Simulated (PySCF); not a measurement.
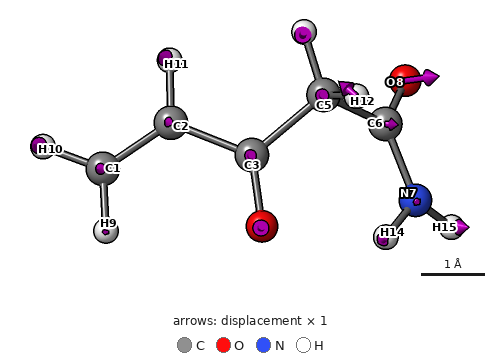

A relaxation of C5H7NO2. The starting structure is drawn; purple arrows show the displacements, at their true length. The two geometries are superimposed by the best rigid fit.

The picture is a ball-and-stick view, seen face on.

The start comes from GFN2-xTB.

Method: PBE0-D3(BJ)/def2-SVP geometry optimisation, gas phase (PySCF 2.14.0, density-fitted response routines). 

Describe the change and its energy.

After 12 geometry steps the energy has fallen by 1.84 kcal/mol. The largest force component goes from 0.58 to 0.022 eV/Å. The largest move after the best rigid fit is that of an O atom, 0.69 Å. By element the largest moves are O 0.69 Å, H 0.53 Å, C 0.28 Å, N 0.12 Å. Near-neighbour distances that change, for instance: C–H 1.078 → 1.094 Å, C–H 1.091 → 1.106 Å, C–C 1.474 → 1.487 Å, C–C 1.538 → 1.530 Å. Among the angles between lasting bonds that change: C–C–C 109.0° → 118.4°, H–C–H 110.1° → 106.3°, C–C–H 109.1° → 106.1°. Groups turn about C–C by about 30°, C–C by about 20°. The run took of the order of 3 core-minutes on a shared host.
